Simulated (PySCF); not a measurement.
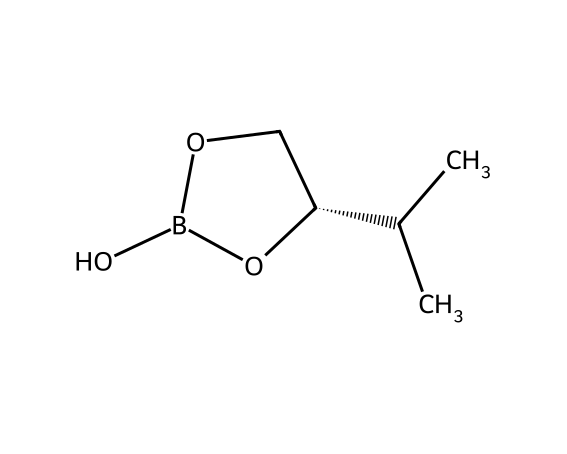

Skeletal drawing of a molecule.

> Give its SMILES.

CC(C)[C@H]1COB(O)O1

> Give the formula, hydrogens included.

C5H11BO3.

> An optimisation with PBE0-D3(BJ)/def2-SVP gave a structure of which point group?

C1.

More results for the same structure follow; atom numbers are the same in all pictures, views and colours differ. The geometry was computed by an optimisation with PBE0-D3(BJ)/def2-SVP. No frequency run is at hand to confirm it as a minimum.

### Geometry

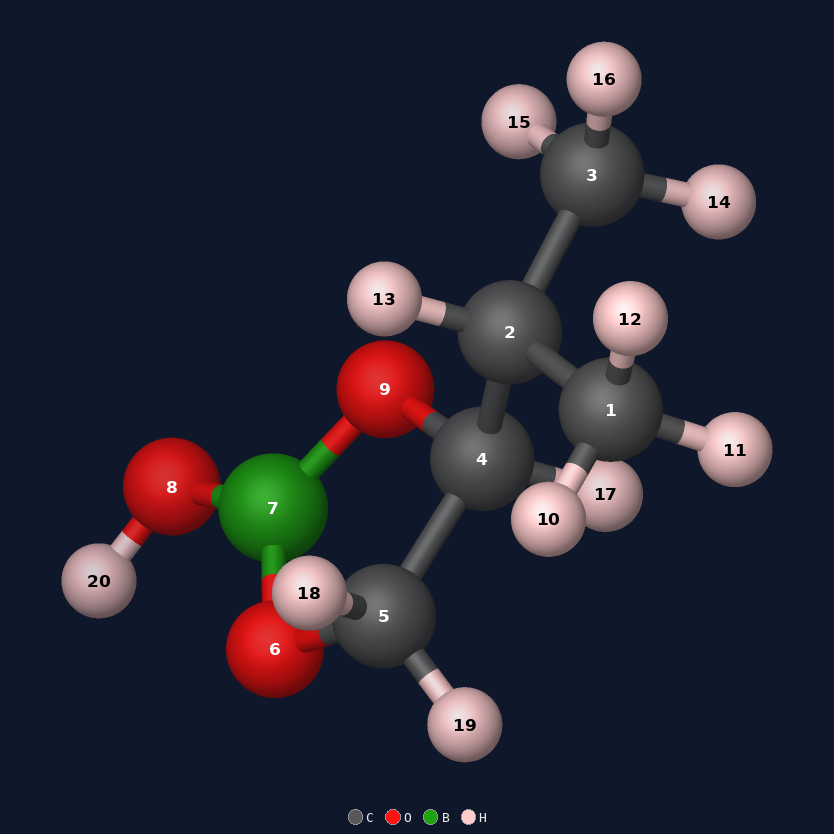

The atoms are numbered. No frequency run is at hand to confirm it as a minimum.

List the bonds and their lengths. Leave out bonds to hydrogen.

| bond | length (Å) | order |
| --- | --- | --- |
| C1–C2 | 1.524 | single |
| C2–C3 | 1.523 | single |
| C2–C4 | 1.521 | single |
| C4–C5 | 1.542 | single |
| C4–O9 | 1.421 | single |
| C5–O6 | 1.415 | single |
| O6–B7 | 1.375 | single |
| B7–O8 | 1.350 | single |
| B7–O9 | 1.367 | single |

### NMR shielding

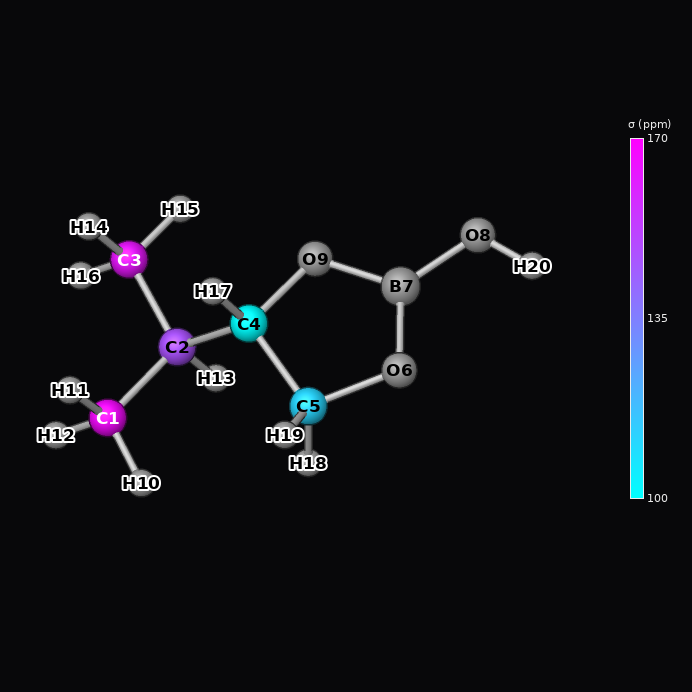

Atoms are coloured by their isotropic NMR shieldings (C only, the others grey). No frequency run is at hand to confirm it as a minimum. Level of theory: GIAO PBE0/pcSseg-1 NMR shielding, non-relativistic, IEF-PCM dimethylsulfoxide (PySCF 2.14.0).

List the isotropic NMR shieldings of the C atoms.

| atom | σ (ppm) |
| --- | --- |
| C1 | 167.3 |
| C2 | 147.0 |
| C3 | 163.9 |
| C4 | 100.2 |
| C5 | 111.1 |

### Dipole moment

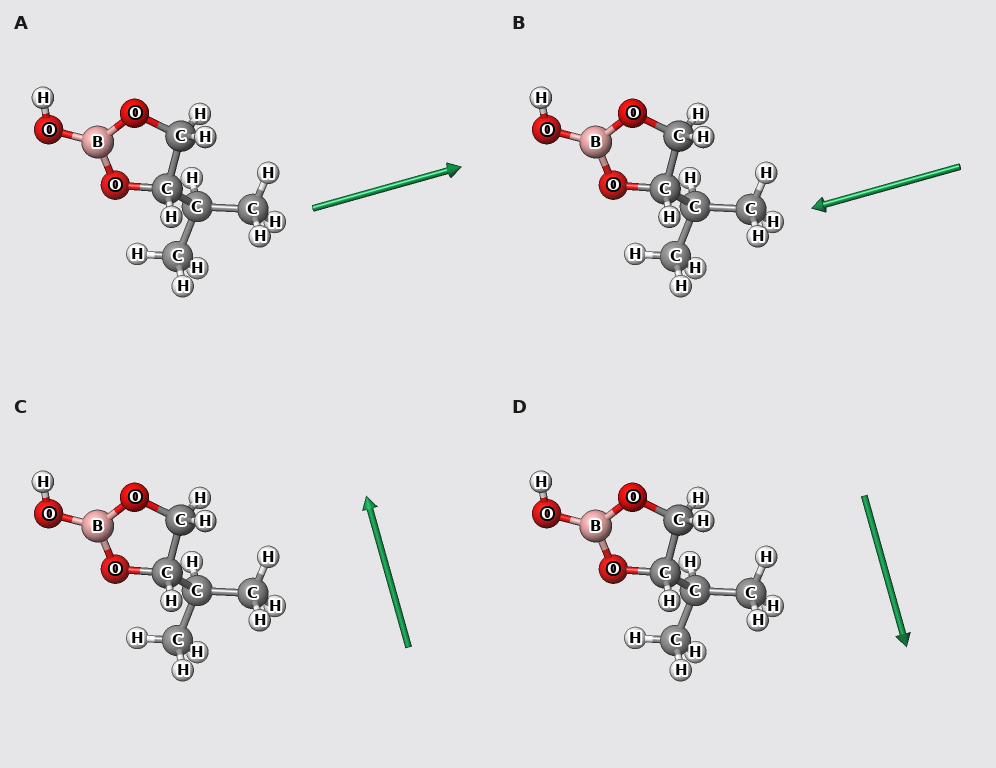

The same molecule four times, each with an arrow. No frequency run is at hand to confirm it as a minimum. Properties computed with PBE0/pcSseg-1, gas phase (PySCF 2.14.0).

> Which arrow points along the dipole moment, from the negative to the positive end?

A. The dipole moment is 2.36 D.

### Excitation

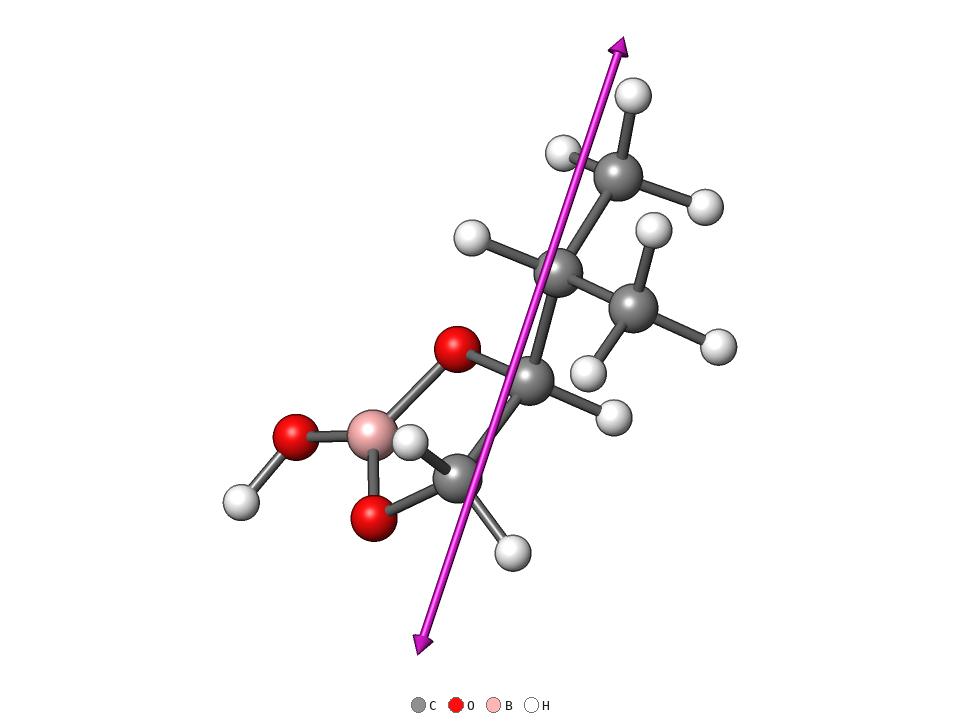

The double arrow shows the direction of the transition dipole to excited singlet state 9 (its length means nothing). No frequency run is at hand to confirm it as a minimum. Method: TDDFT CAM-B3LYP/def2-SVPD, vertical, gas phase, core orbitals frozen in the response (PySCF 2.14.0).

> Give its energy, strength and character.

9.18 eV (135 nm), oscillator strength 0.016, of mixed character, with the largest part HOMO−2 → LUMO+1 (weight 0.40); transition dipole 0.68 D.
